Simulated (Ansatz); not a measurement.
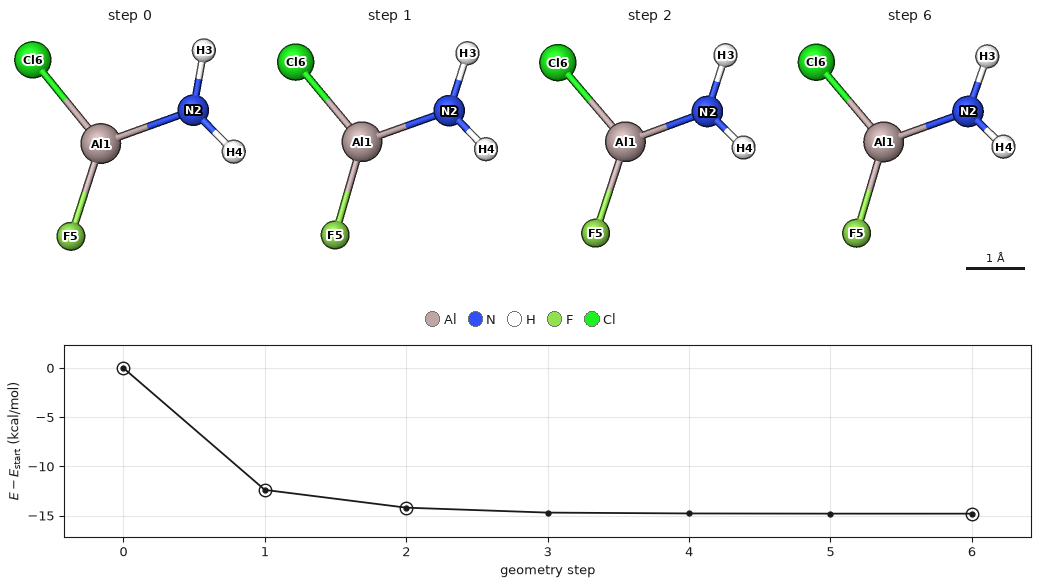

Frames of a relaxation of AlNH2ClF, marked on the history of the run. A ball-and-stick model, seen at a tilt.

The run prepares the start of a later molecular dynamics calculation, from a guessed geometry.

All numbers below come from RKS PBE0/6-31G* in Ansatz. (no spin polarisation; force threshold 0.02 eV/Å; at most 40 steps)

What happens along the run?

After 6 geometry steps the energy has fallen by 14.8 kcal/mol. Largest force component: 2 eV/Å at the start, 0.019 eV/Å at the end. H4 moves most after the best rigid fit: 0.23 Å. Largest moves by element: H 0.23 Å, Cl 0.19 Å, F 0.14 Å, N 0.11 Å, Al 0.06 Å. Near-neighbour distances that change, for instance: Al1–N2 1.920 → 1.757 Å, Al1–Cl6 2.230 → 2.091 Å, N2–H3 1.060 → 1.009 Å, Al1–F5 1.690 → 1.647 Å. Among the angles between lasting bonds that change: H3–N2–H4 120.0° → 111.3°, Al1–N2–H4 120.0° → 124.7°, Al1–N2–H3 120.0° → 124.0°. The run took 19 s on 1 thread of Arm Neoverse V2, on a shared host, peak memory 0.16 GiB. From step 0 to 1: H3 moves most (0.19 Å), energy −12.4 kcal/mol. From step 1 to 2: Al1 moves most (0.08 Å), energy −1.81 kcal/mol. From step 2 to 6: H3 moves most (0.04 Å), energy −0.61 kcal/mol.

```
step  E − E(0), kcal/mol  largest force component, eV/Å
   0                0.00                         1.9900
   1              -12.38                         1.3588
   2              -14.18                         0.7436
   3              -14.69                         0.3488
   4              -14.77                         0.1618
   5              -14.79                         0.0553
   6              -14.79                         0.0188
```
